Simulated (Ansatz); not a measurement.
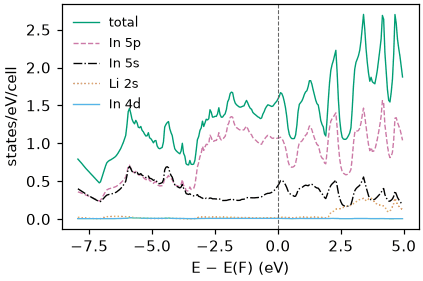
Figure. Total and projected density of states of LiIn3 (Cu3Au type, space group No. 221), the program Ansatz at the r²SCAN level (PAW)

Which orbitals carry the states next to the Fermi level?

Within 0.5 eV of the Fermi level: In 5p 68 %, In 5s 27 %. Projections are on Löwdin-orthogonalised atomic valence shells; empty p or d shells of many metals are not among them.

Where is the tallest occupied peak in this window, and what makes it?

Near -1.8 eV, about 1.7 states/eV per cell; the largest projected share is In 5p.

Space group Pm-3m (Cu3Au type). The workflow started from a Materials Project entry (that database holds measured and hypothetical structures alike); the Crystallography Open Database copy checked does not list it. With Li and In taken as one species the cell has the higher symmetry Fm-3m, so it may be an ordered model of a mixed-site phase. Its standing as an ambient phase is unchecked. Symmetry was held in the r²SCAN relaxation; whether a distortion lowers the energy is not shown. Scalar-relativistic: spin–orbit coupling is off unless named, which matters more the heavier the elements.

Potentials: the later of the program's two PAW sets.
